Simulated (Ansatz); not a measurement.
# Si4H10 (SMILES [SiH3][SiH]([SiH3])[SiH3]): levels of theory compared

We compute a comparison of 6 runs (HF/3-21G, HF/def2-SVP, B3LYP/6-31G*, PBE0/def2-SVP, r2SCAN/pcseg-2) of Si4H10. 

The calculation is run with Ansatz 0.2.0.

3 further runs of the same task are left out: 2 for a known fault of the program, 1 set aside as unsound or not needed. Runs told in other sessions of the task aren't counted.

### 1 Starting point

Si4H10 has 14 atoms, charge 0, and is taken as a singlet. SMILES: `[SiH3][SiH]([SiH3])[SiH3]`. The coordinates come from a PBE0-D4/def2-TZVP relaxation.

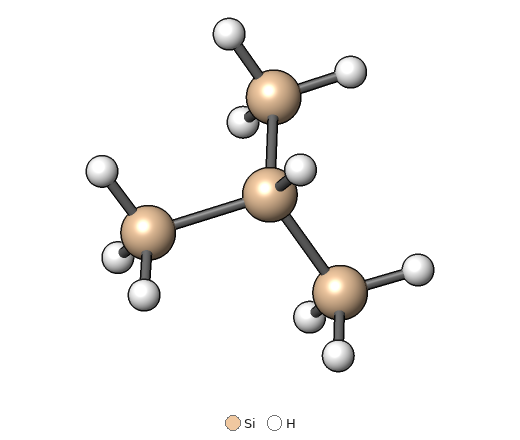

The structure, seen from a chosen angle (silicon light orange, hydrogen white).

### 2 Energy and gradient at HF/3-21G (run 1)

File in.yaml:

```yaml
crystal:
  periodic: [false, false, false]
  atoms:
    - {symbol: Si, position_ang: [-1.586600, 0.449770, -1.468220]}
    - {symbol: Si, position_ang: [-0.437700, -0.033320, 0.509060]}
    - {symbol: Si, position_ang: [1.124000, 1.651140, 0.941090]}
    - {symbol: Si, position_ang: [0.660040, -2.085920, 0.297480]}
    - {symbol: H, position_ang: [-2.588800, -0.607930, -1.768740]}
    - {symbol: H, position_ang: [-2.287510, 1.758070, -1.365710]}
    - {symbol: H, position_ang: [-0.615640, 0.517850, -2.593590]}
    - {symbol: H, position_ang: [-1.409520, -0.107160, 1.639330]}
    - {symbol: H, position_ang: [2.091010, 1.722300, -0.187470]}
    - {symbol: H, position_ang: [1.875310, 1.366450, 2.193260]}
    - {symbol: H, position_ang: [0.452630, 2.971990, 1.075490]}
    - {symbol: H, position_ang: [1.404530, -2.417500, 1.542160]}
    - {symbol: H, position_ang: [1.628750, -2.008150, -0.829180]}
    - {symbol: H, position_ang: [-0.310500, -3.177580, 0.015050]}
basis:
  gaussian:
    orbitals: 3-21G.json
hamiltonian:
  xc: hf
accuracy: high
output: {forces: true, orbitals: {seedname: orbitals}}
```

The basis set 3-21G is read from a file made from the Basis Set Exchange's data (not shown).

Started as:

```sh
$ ansatz run in.yaml --threads 1 --pin off --max-ram 3480MiB --events-out events.jsonl --progress --plain --runs-dir runs
```

Output:

```text
Warning: RAYON_NUM_THREADS=1 ignored (pool sized by the plan → 1); use --threads N
[... 12 lines left out ...]
Total energy: -31438.96283092 eV, -1155.3605739418 hartree
[... 14 lines left out ...]
Dipole moment:    -0.012123    -0.000939     0.014101 e Å
```

Wall time 2.9 s (1 thread of Arm Neoverse V2, shared host); peak memory 0.21 GiB.

### 3 Energy and gradient at HF/def2-SVP (run 2)

File molecule.yaml:

```yaml
crystal:
  periodic: [false, false, false]
  atoms:
    - {symbol: Si, position_ang: [-1.586600, 0.449770, -1.468220]}
    - {symbol: Si, position_ang: [-0.437700, -0.033320, 0.509060]}
    - {symbol: Si, position_ang: [1.124000, 1.651140, 0.941090]}
    - {symbol: Si, position_ang: [0.660040, -2.085920, 0.297480]}
    - {symbol: H, position_ang: [-2.588800, -0.607930, -1.768740]}
    - {symbol: H, position_ang: [-2.287510, 1.758070, -1.365710]}
    - {symbol: H, position_ang: [-0.615640, 0.517850, -2.593590]}
    - {symbol: H, position_ang: [-1.409520, -0.107160, 1.639330]}
    - {symbol: H, position_ang: [2.091010, 1.722300, -0.187470]}
    - {symbol: H, position_ang: [1.875310, 1.366450, 2.193260]}
    - {symbol: H, position_ang: [0.452630, 2.971990, 1.075490]}
    - {symbol: H, position_ang: [1.404530, -2.417500, 1.542160]}
    - {symbol: H, position_ang: [1.628750, -2.008150, -0.829180]}
    - {symbol: H, position_ang: [-0.310500, -3.177580, 0.015050]}
basis:
  gaussian:
    orbitals: def2-SVP
hamiltonian:
  xc: hf
accuracy: high
output:
  forces: true
  orbitals: {seedname: orbitals}
```

Started as:

```sh
$ ansatz run molecule.yaml --threads 1 --pin off --max-ram 3480MiB --events-out events.jsonl --progress --plain --runs-dir runs
```

Output:

```text
Warning: RAYON_NUM_THREADS=1 ignored (pool sized by the plan → 1); use --threads N
[... 12 lines left out ...]
Total energy: -31597.12575084 eV, -1161.1729540424 hartree
[... 14 lines left out ...]
Dipole moment:    -0.023570    -0.001799     0.027415 e Å
```

Run time: 9.6 s. Hardware: 1 thread of Arm Neoverse V2, shared host; peak memory 0.46 GiB.

Runs 3 to 4 aren't shown in full; the table further down has their settings and results.

### 4 Energy and gradient at PBE0/def2-SVP (run 5)

Changes to in.yaml since step 2:

```diff
@@ -19,5 +19,8 @@
   gaussian:
-    orbitals: 3-21G.json
+    orbitals: def2-SVP
+magnetization:
+  spin_polarized: false
+  initial_magnetization: 0
 hamiltonian:
-  xc: hf
+  xc: pbe0
 accuracy: high
```

Started as:

```sh
$ ansatz run in.yaml --threads 1 --pin off --max-ram 3480MiB --events-out events.jsonl --progress --plain --runs-dir runs
```

Output:

```text
Warning: RAYON_NUM_THREADS=1 ignored (pool sized by the plan → 1); use --threads N
[... 16 lines left out ...]
Total energy: -31649.65550348 eV, -1163.1033868459 hartree
[... 14 lines left out ...]
Dipole moment:    -0.014667    -0.001118     0.017062 e Å
```

Run time: 21 s. Hardware: 1 thread of Arm Neoverse V2, shared host; peak memory 0.53 GiB.

### 5 Energy and forces at r2SCAN/pcseg-2 (run 6)

File job.yaml:

```yaml
crystal:
  periodic: [false, false, false]
  atoms:
    - {symbol: Si, position_ang: [-1.586600, 0.449770, -1.468220]}
    - {symbol: Si, position_ang: [-0.437700, -0.033320, 0.509060]}
    - {symbol: Si, position_ang: [1.124000, 1.651140, 0.941090]}
    - {symbol: Si, position_ang: [0.660040, -2.085920, 0.297480]}
    - {symbol: H, position_ang: [-2.588800, -0.607930, -1.768740]}
    - {symbol: H, position_ang: [-2.287510, 1.758070, -1.365710]}
    - {symbol: H, position_ang: [-0.615640, 0.517850, -2.593590]}
    - {symbol: H, position_ang: [-1.409520, -0.107160, 1.639330]}
    - {symbol: H, position_ang: [2.091010, 1.722300, -0.187470]}
    - {symbol: H, position_ang: [1.875310, 1.366450, 2.193260]}
    - {symbol: H, position_ang: [0.452630, 2.971990, 1.075490]}
    - {symbol: H, position_ang: [1.404530, -2.417500, 1.542160]}
    - {symbol: H, position_ang: [1.628750, -2.008150, -0.829180]}
    - {symbol: H, position_ang: [-0.310500, -3.177580, 0.015050]}
basis:
  gaussian:
    orbitals: pcseg-2
hamiltonian:
  xc: r2scan
output: {forces: true, orbitals: {seedname: orbitals}}
accuracy: high
```

Started as:

```sh
$ ansatz run job.yaml --threads 1 --pin off --max-ram 3480MiB --events-out events.jsonl --progress --plain --runs-dir runs
```

Output:

```text
Warning: RAYON_NUM_THREADS=1 ignored (pool sized by the plan → 1); use --threads N
[... 16 lines left out ...]
Total energy: -31671.64172890 eV, -1163.9113657272 hartree
[... 14 lines left out ...]
Dipole moment:    -0.018311    -0.001405     0.021300 e Å
```

It took 1.9 min on 1 thread of Arm Neoverse V2, shared host; peak memory 2 GiB.

### 6 All runs side by side

| run | level | Cartesian functions | energy (Eh) | dipole moment (D) | HOMO energy (eV) | LUMO energy (eV) | wall time |
| --- | --- | --- | --- | --- | --- | --- | --- |
| 1 | HF/3-21G | no | -1155.360574 | 0.09 | -10.50 | 3.14 | 2.9 s |
| 2 | HF/def2-SVP | no | -1161.172954 | 0.17 | -10.57 | 3.19 | 9.6 s |
| 3 | B3LYP/6-31G* (spherical functions) | no | -1163.976735 | 0.14 | -7.73 | -0.07 | 19 s |
| 4 | B3LYP/6-31G* (Cartesian functions) | yes | -1163.983910 | 0.14 | -7.73 | -0.07 | 20 s |
| 5 | PBE0/def2-SVP | no | -1163.103387 | 0.11 | -8.09 | -0.06 | 21 s |
| 6 | r2SCAN/pcseg-2 | no | -1163.911366 | 0.14 | -7.24 | -0.85 | 1.9 min |

### 7 What came out

| quantity | value |
| --- | --- |
| run 6: total energy | -1163.91137 Eh |
| run 6: dipole moment | 0.14 D |
| run 6: HOMO energy | -7.24 eV |
| run 6: LUMO energy | -0.85 eV |
| run 6: HOMO–LUMO gap | 6.39 eV |
| run 6: largest force on an atom | 0.053 eV/Å |

What this shows: The dipole moment (its size) runs from 0.09 D (HF/3-21G) to 0.17 D (HF/def2-SVP). The HOMO–LUMO gap runs from 6.39 eV (r2SCAN/pcseg-2) to 13.76 eV (HF/def2-SVP). The two ends differ in method and basis. Totals of different functionals can't be ranked against each other. All runs together took 3.1 min, the longest 1.9 min.
